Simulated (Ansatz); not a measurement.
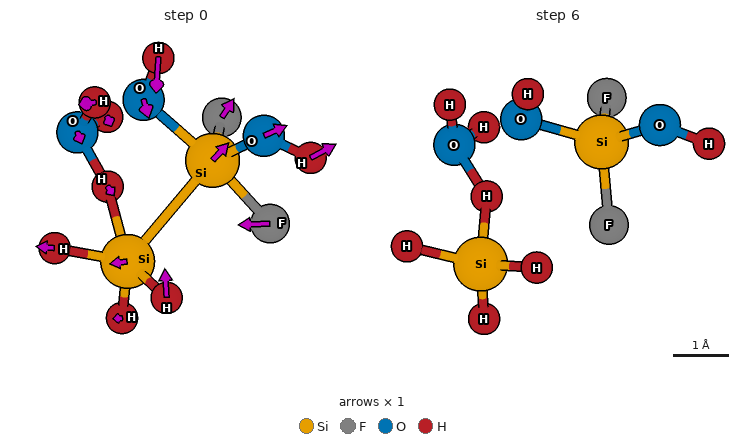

The structure of Si$_{2}$H$_{8}$O$_{3}$F$_{2}$ (charge +1) before (left) and after (right) a saddle-point search, at one scale. The purple arrows give the displacements, at their true length.

A ball-and-stick model, seen from a free direction.

Computed with RKS PBE0-D4/def2-SVP (Ansatz 0.2.0).

Input file:
```yaml
crystal:
  periodic: [false, false, false]
  atoms:
    - {symbol: Si, position_ang: [-0.918100, -0.028600, -0.297500]}
    - {symbol: Si, position_ang: [1.391200, -0.097900, -1.087800]}
    - {symbol: F, position_ang: [-1.172400, -1.283700, -1.382500]}
    - {symbol: F, position_ang: [-1.449700, -1.038200, 0.898000]}
    - {symbol: O, position_ang: [-1.988800, 0.987100, -0.983000]}
    - {symbol: H, position_ang: [0.357700, 0.343300, 1.845300]}
    - {symbol: O, position_ang: [-0.456900, 1.157700, 0.906200]}
    - {symbol: H, position_ang: [0.997000, -0.650800, 0.749800]}
    - {symbol: O, position_ang: [0.943100, -0.518700, 1.973600]}
    - {symbol: H, position_ang: [2.064100, -1.383300, -1.333700]}
    - {symbol: H, position_ang: [1.117400, 0.406200, -2.437500]}
    - {symbol: H, position_ang: [2.379100, 0.849600, -0.543800]}
    - {symbol: H, position_ang: [-2.498200, 0.652900, -1.717300]}
    - {symbol: H, position_ang: [-1.111700, 1.819600, 1.122700]}
    - {symbol: H, position_ang: [0.346300, -1.215300, 2.287400]}
basis:
  gaussian: {orbitals: def2-SVP}
total_charge: 1
hamiltonian: {xc: pbe0, dispersion: d4}
saddle:
  max_steps: 30
  mode_guess:
    - [-0.1298, 0.0543, 0.1416]
    - [0.1336, -0.0559, 0.1333]
    - [0.1715, 0.1024, 0.0819]
    - [-0.0844, -0.0108, 0.0014]
    - [-0.0606, -0.0153, -0.0203]
    - [0.1604, -0.1503, 0.1943]
    - [-0.0195, 0.0490, -0.1456]
    - [-0.1369, 0.0829, -0.7765]
    - [0.0065, 0.0246, 0.2376]
    - [0.0095, -0.0206, 0.0178]
    - [-0.0789, -0.0615, 0.1736]
    - [0.0953, 0.0230, -0.0051]
    - [-0.0531, -0.0311, -0.0093]
    - [-0.0208, 0.0279, -0.0869]
    - [0.0071, -0.0186, 0.0623]
```

Launched with:
```bash
ansatz run in.yaml --threads 5 --pin off --events-out ev --progress --plain --max-ram 66560MiB --backend cpu
```

> Summarise the run.

The run was cut off at its time limit before the relaxation converged, so the last structure is only a point on the way. The input was poor on purpose: wrong charge. The energy falls by 2.585 eV in 6 geometry steps. The largest force component goes from 4.7 to 1.1 eV/Å. H14 moves most after the best rigid fit: 0.88 Å. By element the largest moves are H 0.88 Å, F 0.61 Å, O 0.49 Å, Si 0.46 Å. Some distances before and after: H6–O7 1.486 → 2.228 Å, Si1–Si2 2.442 → 3.170 Å, Si2–F3 2.840 → 2.581 Å, Si2–H8 1.959 → 1.738 Å. Among the angles between lasting bonds that change: F3–Si1–O7 172.1° → 116.1°, F3–Si1–O5 95.4° → 111.5°, F4–Si1–O7 90.1° → 105.3°.
